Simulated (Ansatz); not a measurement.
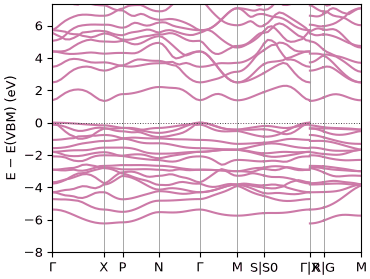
Figure. Band structure from the program Ansatz at the r²SCAN level (PAW)

Q: Read off the gap and where the band edges lie.

A: About 1.3 eV (1.34 eV by a search for the band edges); maximum at Γ, minimum at X.

The material is AlCuGeSe$_{4}$ in space group I-4 (No. 82; Al on 2c, Cu on 2a, Ge on 2b, Se on 8g).

The workflow started from a Materials Project entry (that database holds measured and hypothetical structures alike); the Crystallography Open Database copy checked does not list it. Whether it is the stable phase at ambient conditions was not checked. The r²SCAN relaxation kept the symmetry of its start; its stability against distortions is not shown here. No spin polarisation was allowed. Scalar-relativistic: spin–orbit coupling is off unless named, which matters more the heavier the elements.

Potentials: the later of the program's two PAW sets.
